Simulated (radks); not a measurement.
Ni⁴⁺: atomic calculation

- system: the nickel ion Ni⁴⁺ in the configuration [Ar] 3d6 (high spin).
- method: non-relativistic Kohn-Sham, LB94 model potential, spin-polarised, spherical densities, point nucleus (the in-house radial solver radks)

### Key numbers

| quantity | value |
| --- | --- |
| outcome | converged |
| kinetic energy | 1508.6415 hartree |
| electron–nucleus energy | −3540.4878 hartree |
| Hartree energy | 589.328384 hartree |
| radius at density 0.001 e/bohr³ | 2.43 bohr |
| SCF iterations | 15 |
| hardware | 1 CPU thread, shared host |

### Input
```
Z 28
configuration [Ar] 3d6
relativity non-relativistic
functional lda,pw
spin polarised
nucleus point
```

Energies in input and log are in hartree, lengths in bohr.

### Output
```
1s      1   1.0000        -303.75423606
2s      1   1.0000         -38.73456197
2p      1   3.0000         -34.26653904
3s      1   1.0000          -6.68244259
3p      1   3.0000          -5.30914302
3d      1   5.0000          -2.99991159
1s      2   1.0000        -303.75650871
2s      2   1.0000         -38.75762665
2p      2   3.0000         -34.28734994
3s      2   1.0000          -6.52661306
3p      2   3.0000          -5.15905193
3d      2   1.0000          -2.87206127
Etot None
Ekin 1508.641541410615
Encl -3540.4877662293666
Eh 589.3283839638564
Exc None
err 2.2896134987691447e-09
it 15
```

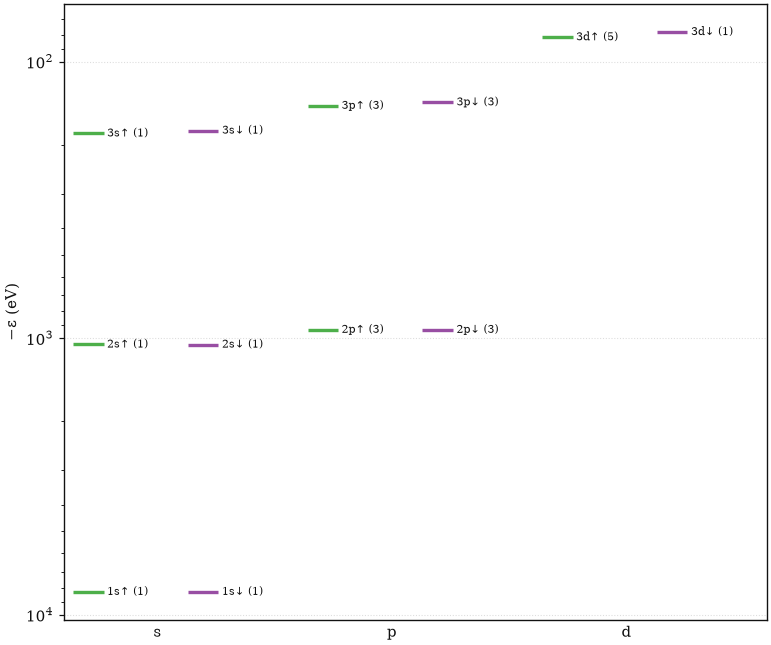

**Figure 1.** All occupied levels, on a logarithmic scale of binding energy, are drawn (occupations in brackets, up spins at the left of each column and down spins at the right). The highest occupied level is 3d down at −78.2 eV. The highest 4 occupied levels, from the top down, are 3d down (−78.2 eV), 3d up (−81.6 eV), 3p down (−140.4 eV), 3p up (−144.5 eV). The largest exchange splitting (down less up) among the shells drawn in both spins is that of 3s, 4.24 eV. The semi-empirical ionisation energy (NIST) is 76.1 eV; minus the highest level, 78.2 eV, lies 2.8 % above it.

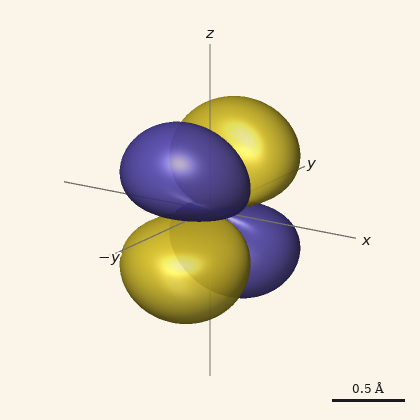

**Figure 2.** One occupied orbital of down spin is shown. The surface of constant |ψ| that holds about 90 % of the electron is drawn, yellow where ψ is positive and blue where it is negative. The radial function comes from the spherical calculation and is multiplied by a real spherical harmonic; the overall sign is chosen so that the largest lobe of P(r) is positive. It is 3d(yz) of down spin. It has the nodal planes xy and xz and no radial node. The maximum of P² lies at 0.599 bohr, ⟨r⟩ = 0.840 bohr, 90 % of the charge lies within 1.40 bohr, and the eigenvalue is −78.2 eV, with 1 electron in the shell for this spin.

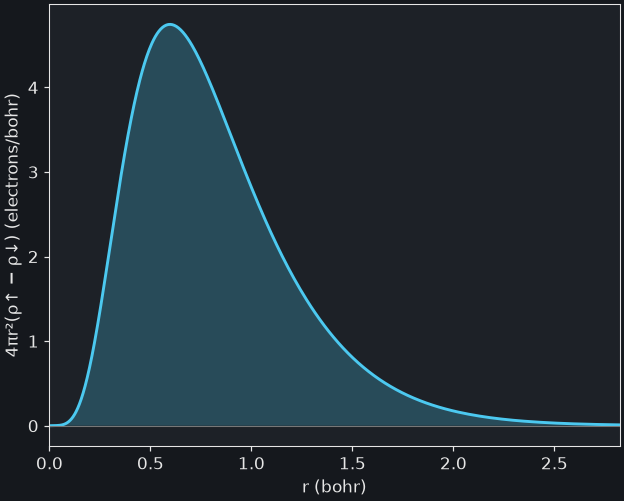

**Figure 3.** The radial spin density. The curve integrates to 4 unpaired electrons, held by 3d (+4). Its largest value, 4.74 electrons/bohr, lies near r = 0.60 bohr. Regions of the opposite sign are negligible. At the nucleus the spin density is 0.542 bohr⁻³.

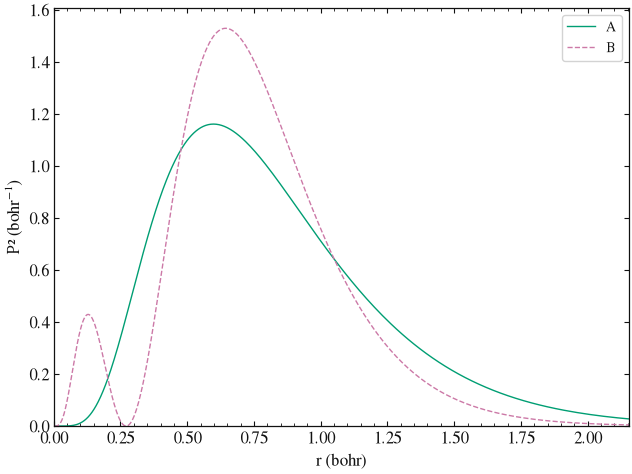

**Figure 4.** The radial probability densities P² of 3d up and 3p up. A is 3d up; B is 3p up. 3p up: outer maximum at 0.644 bohr, ⟨r⟩ = 0.762 bohr, 1 node, eigenvalue −144.5 eV; 3d up: outer maximum at 0.598 bohr, ⟨r⟩ = 0.828 bohr, 0 nodes, eigenvalue −81.6 eV.
